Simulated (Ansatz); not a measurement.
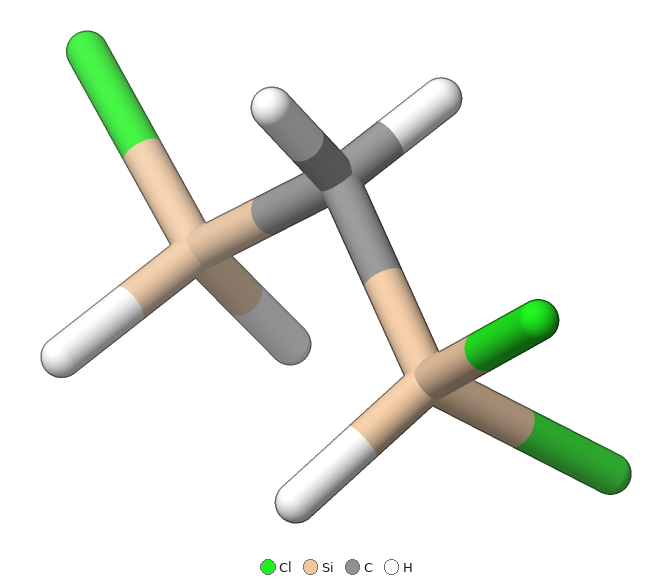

Starting geometry of the run.

The calculation was set up as follows.

```yaml
crystal:
  periodic: [false, false, false]
  atoms:
    - {symbol: Cl, position_ang: [-3.049500, -0.541300, -0.988600]}
    - {symbol: Si, position_ang: [-1.059600, -0.623400, -0.888400]}
    - {symbol: C, position_ang: [-0.507700, 0.435100, 0.486000]}
    - {symbol: Si, position_ang: [1.415800, 0.214300, 0.545100]}
    - {symbol: Cl, position_ang: [2.069300, 0.943900, 2.295100]}
    - {symbol: Cl, position_ang: [2.284400, 1.315600, -0.900600]}
    - {symbol: H, position_ang: [-0.703800, -2.048300, -0.656400]}
    - {symbol: H, position_ang: [-0.485800, -0.159800, -2.205100]}
    - {symbol: H, position_ang: [-0.742300, 1.500600, 0.393000]}
    - {symbol: H, position_ang: [-0.933900, 0.115300, 1.463600]}
    - {symbol: H, position_ang: [1.778600, -1.208900, 0.476800]}
basis:
  gaussian: {orbitals: def2-SVP}
hamiltonian: {xc: pbe, dispersion: d4}
relax: {f_tol: 0.03, max_steps: 200}
```

It was started with:

```sh
ansatz run in.yaml --threads 2 --pin off --events-out ev --progress --plain --max-ram 32768MiB --backend cpu
```

Output (its end):

```
1425 factors; their error is unknown
mean field -54403.43546629 eV, -1999.2893774132 hartree, gradient 1.5e-5 eV, S^2 0.000000; 1 other end points of the search recorded, 0 dependent functions left out
the calculation of the forces begins
reference -54403.43550317 eV, -1999.2893787684 hartree; 45, 45 occupied and 84, 84 virtual orbitals, 1425 factors
Total energy: -54403.82369376 eV, -1999.3036445094 hartree
Atom 0 at    -3.154624    -0.766038    -0.837367 Å, force     0.002524    -0.000260     0.001945 eV/Å
Atom 1 at    -1.097356    -0.479830    -1.048507 Å, force    -0.003024    -0.000948    -0.003952 eV/Å
Atom 2 at    -0.430606     0.322929     0.529269 Å, force     0.002075    -0.003644    -0.007855 eV/Å
Atom 3 at     1.421097     0.164920     0.734310 Å, force     0.009728    -0.008641     0.004022 eV/Å
Atom 4 at     2.124945     1.534161     2.125344 Å, force    -0.002872     0.003417    -0.002014 eV/Å
Atom 5 at     2.322551     0.542055    -1.105775 Å, force    -0.005560     0.002766     0.001655 eV/Å
Atom 6 at    -0.465612    -1.825005    -1.260217 Å, force    -0.001352     0.004593     0.000297 eV/Å
Atom 7 at    -0.869196     0.404164    -2.234788 Å, force     0.002093    -0.001090     0.002867 eV/Å
Atom 8 at    -0.711223     1.397345     0.533979 Å, force    -0.001119     0.002321     0.000789 eV/Å
Atom 9 at    -0.915926    -0.150810     1.410283 Å, force     0.002181     0.001206     0.001613 eV/Å
Atom 10 at     1.841451    -1.200790     1.173970 Å, force    -0.004674     0.000280     0.000633 eV/Å
Dipole moment:    -0.018519    -0.054478     0.128139 e Å
```
